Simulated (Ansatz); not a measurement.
Pressure series in hypothetical rock salt BeTe

The parent structure is BeTe in the rock salt structure (space group Fm-3m, No. 225; a = 5.3021 Å; a hypothetical phase, not in the database extracts checked).

Cell and atoms are relaxed at each pressure.

Computed with DFT with PBEsol, PAW potentials and a 420 eV plane-wave cutoff in Ansatz (a first-principles code), spin-orbit coupling left out, earlier PAW set.

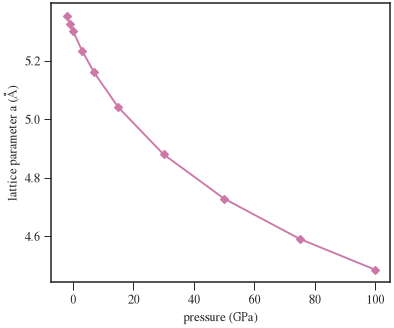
Figure. Lattice parameter a against pressure

**Question.** From the plot, what is the lattice parameter a for pressure 100 GPa?

**Answer.** About 4.49 Å.

**Question.** Is the trend monotonic over the range shown?

**Answer.** Yes, it falls throughout, spanning 4.486 Å to 5.354 Å.

Load acts through the strain it causes; cell and atoms are relaxed under it. Whether these cells are dynamically stable was not tested. No other phases were tried under pressure. All final runs are without spin polarisation.
